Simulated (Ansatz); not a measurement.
# SO (sulfur oxide) at 6 levels

Aim: a comparison of 6 runs (UHF/STO-3G, U-revPBE/STO-3G, UB3LYP/STO-3G, UPBE/STO-3G, UBCCD(T)/STO-3G, UCCSD(T)/STO-3G) of SO (sulfur oxide). 

The results are computed with Ansatz 0.2.0.

47 further runs of the same task are left out: 7 that didn't finish, 40 set aside as unsound or not needed.

### Step 1. Starting point

The species is SO (2 atoms), meant as a triplet with charge 0. SMILES: `O=S`. The S2–O1 distance was set to 3.703 Å, away from the relaxed value.

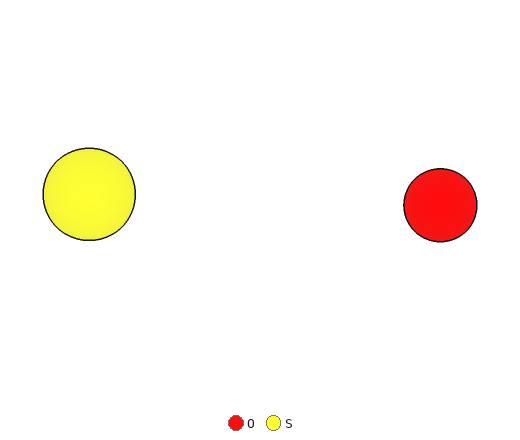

The structure, seen from a chosen angle (oxygen red, sulfur yellow).

### Step 2. A single-point energy at UHF/STO-3G (run 1)

Input file job.yaml:

```yaml
crystal:
  periodic: [false, false, false]
  atoms:
    - {symbol: O, position_ang: [0.000000, 0.000000, -2.221613]}
    - {symbol: S, position_ang: [0.000000, 0.000000, 1.481087]}
basis:
  gaussian: {orbitals: STO-3G}
magnetization: {spin_polarized: true, initial_magnetization: 2}
hamiltonian: {xc: hf}
accuracy: high
```

Run with:

```bash
$ ansatz run job.yaml --threads 1 --pin off --max-ram 2610MiB --events-out events.jsonl --progress --plain --runs-dir runs
```

What it wrote:

```text
Warning: RAYON_NUM_THREADS=1 ignored (pool sized by the plan → 1); use --threads N
Functional definition: HF
  name "HF"
  exchange = exact_x
  correlation = 0
202 factors; integrals over basis functions are off by at most 3.8e-9 eV
mean field evaluation 1: about -12652.9551 eV, gradient 8.8e0 eV
mean field evaluation 2: about -12652.9565 eV, gradient 8.8e0 eV
mean field evaluation 4: about -12652.3859 eV, gradient 7.0e0 eV
mean field evaluation 8: about -12696.9607 eV, gradient 1.1e1 eV
mean field evaluation 16: about -12693.9685 eV, gradient 1.9e0 eV
mean field evaluation 32: about -12693.5014 eV, gradient 4.5e0 eV
mean field evaluation 64: about -12705.0503 eV, gradient 2.0e-4 eV
mean field evaluation 96: about -12705.0449 eV, gradient 1.6e-2 eV
mean field evaluation 128: about -12704.6443 eV, gradient 1.2e-1 eV
mean field evaluation 160: about -12705.0415 eV, gradient 6.9e-1 eV
mean field evaluation 192: about -12705.0505 eV, gradient 1.2e-3 eV
mean field -12705.05050691 eV, -466.9019943365 hartree, gradient 1.4e-8 eV, S^2 2.999999; 7 other end points of the search recorded, 0 dependent functions left out
reference -12705.05050691 eV, -466.9019943365 hartree; 13, 11 occupied and 1, 3 virtual orbitals, 202 factors
Total energy: -12705.05050691 eV, -466.9019943365 hartree
```

Wall time 0.14 s (1 thread of AMD EPYC 9R45 (Zen 5), shared host).

### Step 3. The energy at U-revPBE/STO-3G (run 2)

Changes to job.yaml since step 2:

```diff
@@ -7,4 +7,4 @@
   gaussian: {orbitals: STO-3G}
+accuracy: high
 magnetization: {spin_polarized: true, initial_magnetization: 2}
-hamiltonian: {xc: hf}
-accuracy: high
+hamiltonian: {xc: {name: revPBE}}
```

Run with:

```bash
$ ansatz run job.yaml --threads 1 --pin off --max-ram 2610MiB --events-out events.jsonl --progress --plain --runs-dir runs
```

What it wrote (excerpt; [...] marks lines left out):

```text
Warning: RAYON_NUM_THREADS=1 ignored (pool sized by the plan → 1); use --threads N
Functional definition: revPBE
  name "revPBE"
[...]
202 factors; integrals over basis functions are off by at most 3.8e-9 eV
[...]
mean field -12723.79673995 eV, -467.5909056938 hartree, gradient 5.4e-9 eV, S^2 2.999969; 31 other end points of the search recorded, 0 dependent functions left out
reference -12723.79674140 eV, -467.5909057471 hartree; 13, 11 occupied and 1, 3 virtual orbitals, 202 factors
Total energy: -12723.79674140 eV, -467.5909057471 hartree
```

Wall time 14 s (1 thread of AMD EPYC 9R45 (Zen 5), shared host).

Runs 3 to 5 aren't shown in full; the table further down has their settings and results.

### Step 4. A single-point energy at UCCSD(T)/STO-3G (run 6)

Input file in.yaml:

```yaml
basis:
  gaussian:
    orbitals: STO-3G
crystal:
  periodic: [false, false, false]
  atoms:
    - {symbol: O, position_ang: [0.000000, 0.000000, -2.221613]}
    - {symbol: S, position_ang: [0.000000, 0.000000, 1.481087]}
magnetization:
  spin_polarized: true
  initial_magnetization: 2
correlation:
  method: ccsd_t
  frozen_orbitals: {O: 1, S: 5}
accuracy: high
scf:
  omitted_lower_state_checks: [cluster_reference, increment]
```

Run with:

```bash
$ ansatz run in.yaml --threads 1 --pin off --max-ram 2610MiB --events-out events.jsonl --progress --plain --runs-dir runs
```

What it wrote:

```text
Warning: RAYON_NUM_THREADS=1 ignored (pool sized by the plan → 1); use --threads N
[... 22 lines left out ...]
6 core orbitals not correlated: weight in the atoms' cores, before any rotation towards them, 1.000 or more for the frozen orbitals, at most 0.000 for the correlated occupied ones
[... 79 lines left out ...]
WARN: these amplitudes may be one of several solutions (largest doubles amplitude 1.00, level shift 0.00 eV)
Total energy: -12705.93437185 eV, -466.9344757738 hartree
Checks for a lower state left out: cluster_reference, increment
```

Run time: 0.34 s. Hardware: 1 thread of AMD EPYC 9R45 (Zen 5), shared host.

### Step 5. Overview of the runs

| run | level | frozen core orbitals | energy (Eh) | ⟨S²⟩ | wall time |
| --- | --- | --- | --- | --- | --- |
| 1 | UHF/STO-3G | – | -466.901994 | 3.000 | 0.14 s |
| 2 | U-revPBE/STO-3G | – | -467.590906 | 3.000 | 14 s |
| 3 | UB3LYP/STO-3G | – | -467.687654 | 3.000 | 6.9 s |
| 4 | UPBE/STO-3G | – | -467.407832 | 3.000 | 12 s |
| 5 | UBCCD(T)/STO-3G | 6 | -466.934475 | 3.000 | 0.44 s |
| 6 | UCCSD(T)/STO-3G | 6 | -466.934476 | 3.000 | 0.34 s |

### Step 6. Results

```
                                          quantity          value
                               run 6: total energy  -466.93448 Eh
run 6: correlation energy (6 core orbitals frozen)      -32.5 mEh
                             run 6: (T) correction       0.00 mEh
          run 6: ⟨S²⟩ of the reference determinant          3.000
                              run 6: T1 diagnostic          0.000
```

What this shows: Below the UHF energy at the same shape and in the same basis (STO-3G): UBCCD(T) -32.5 mEh; UCCSD(T) -32.5 mEh. Totals of different functionals can't be ranked against each other. In runs 1, 2, 3, 4, 5, 6 the basis is minimal, so the values are rough. Spin contamination of the reference: run 1 ⟨S²⟩ = 3.00, run 5 ⟨S²⟩ = 3.00, run 6 ⟨S²⟩ = 3.00, run 3 ⟨S²⟩ = 3.00, run 2 ⟨S²⟩ = 3.00, run 4 ⟨S²⟩ = 3.00. Where it is this large, the reference is a mixture of spin states, and values that rest on it are in doubt. All runs together took 34 s, the longest 14 s.
